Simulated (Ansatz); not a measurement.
Consider Na$_{2}$Sb.

Input file:

```
crystal:
  lattice:
    - [5.1773477491, 0.0, 0.0]
    - [0.0, 5.1773477491, 0.0]
    - [0.0, 0.0, 3.3234273024]
  atoms:
    - { symbol: Na, position: [0.5, 0.0, 0.5] }
    - { symbol: Na, position: [0.0, 0.5, 0.5] }
    - { symbol: Sb, position: [0.0, 0.0, 0.0] }
basis:
  ecutwfc: 420
kpoints:
  mp_grid: { grid: [10, 10, 14] }
hamiltonian:
  xc: pbe
scf:
  occupations: { method: gaussian, width: 0.1 }
output:
  forces: true
  stress: true
  eigenvalues: true
  write_density: true
  write_potential: true
  elf: true
  volumetric_format: npy
relax:
  adjacent_minimum: "off"
  f_tol: 0.01
  max_steps: 30
  cell: { stress_tol: 0.1, fix: [volume] }
```

Command:

```sh
ansatz run input.yaml --threads 1 --pin off --max-ram 3072MiB --backend cpu --events-out ev --progress --plain --runs-dir out
```

Below, planes, directions and counts refer to the conventional cell (a = 5.17 Å, b = 5.17 Å, c = 3.33 Å, α = 90.00°, β = 90.00°, γ = 90.00°).

The fields are those of the relaxed geometry.

Space group P4/mmm; a structure generated by program, which may or may not match a known phase; changed on purpose from its base cell (volume × 0.88, shape and atoms relaxed); computed pressure about 3 GPa in this cell; computed without spin polarisation.

Theory: DFT PBE, scalar-relativistic, plane waves, PAW in Ansatz 0.2.0.

Question: Predict the valence pseudo-density and electron localisation function between the atoms.

Answer: Na–Sb (3.08 Å): ρ at the midpoint is about 0.16 e/Å³; the ELF peaks at about 0.65 in the valence shell of Sb, 1.4 Å from its nucleus, and is about 0.60 at the midpoint.

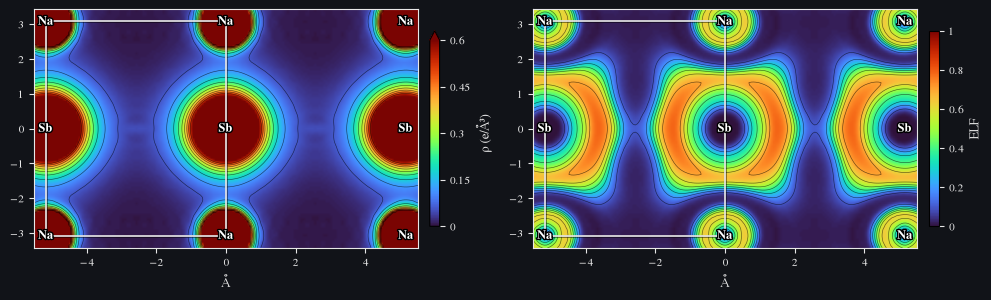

Computed valence pseudo-density and electron localisation function on the (101̄) plane of the conventional cell, in this order. 
